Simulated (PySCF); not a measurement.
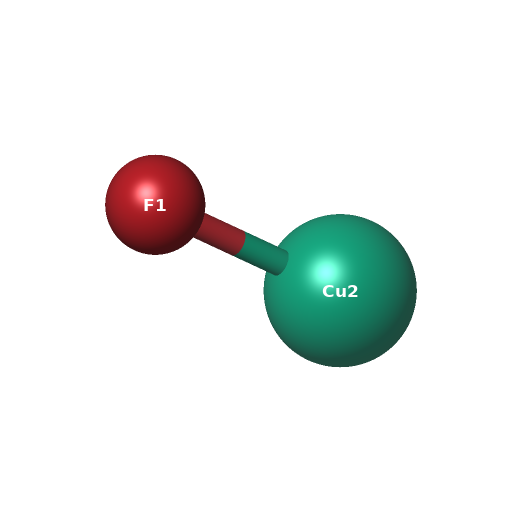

Charge 0, singlet. The computed structure is the end point of a GFN2-xTB optimisation. No frequency run is at hand to confirm it as a minimum. Level of theory: delta-SCF UKS SCAN, pcX-2 on the ionised atom, pcseg-1 elsewhere, spin-free X2C (PySCF 2.14.0).

Give the core-electron binding energies (to vacuum) of F1 1s.

```
atom  level  binding energy (eV)
  F1     1s                689.6
```

The geometry is semi-empirical. Around Cu such bond lengths and angles can be off by a tenth of an ångström or more and by several degrees, and values that hang on the shape move with them.
